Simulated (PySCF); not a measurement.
CH5GeOP (SMILES O=[CH][GeH2][PH2])

Input file:

```
{"job": {"kind": "uv", "xc": "B3LYP", "basis": "def2-SVPD", "nstates": 8, "ntriplets": 3}, "charge": 0, "multiplicity": 1}
O     -1.969421     1.081213     0.455506
C     -1.453288     0.016957     0.641416
Ge     0.070127    -0.671217    -0.485474
P      1.982676     0.606769    -0.468216
H     -1.789645    -0.631557     1.474259
H     -0.422799    -0.780178    -1.907106
H      0.345329    -2.099282    -0.059226
H      1.996358     0.699216     0.920509
H      1.254225     1.784071    -0.596848
```

Run with:

```sh
OMP_NUM_THREADS=1 python probes_run.py task.json out
```

Geometry: GFN2-xTB.

All numbers below come from PySCF, B3LYP/def2-SVPD, SCF density, gas phase.

> What can the converged electron density and electron localisation function tell about the bonding?

C–O (1.20 Å): ρ at the midpoint is about 3.4 e/Å³; the ELF peaks at about 0.90 between the atoms; a multiple bond.
C–Ge (2.02 Å): the density is about 0.82 e/Å³ at the midpoint; the ELF peaks at about 0.95 in the valence shell of C, 0.7 Å from its nucleus, and is about 0.75 at the midpoint.
C–H (1.11 Å): ρ at the midpoint is about 2 e/Å³; the ELF climbs to about 1 towards the hydrogen, as it does in any bond to H (an ordinary covalent bond to hydrogen).
Ge–H (1.52 Å): ρ is about 1.1 e/Å³ halfway; the ELF climbs to about 1 towards the hydrogen.

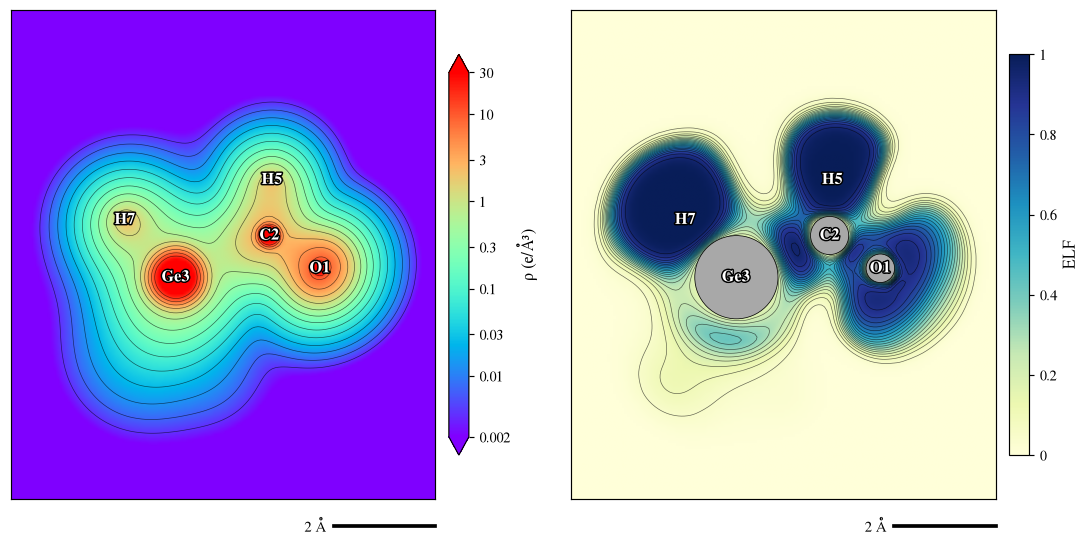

Computed electron density and electron localisation function on the plane of atoms C2, Ge3 and H7, in this order. Grey discs cover the atomic cores in the ELF map. 
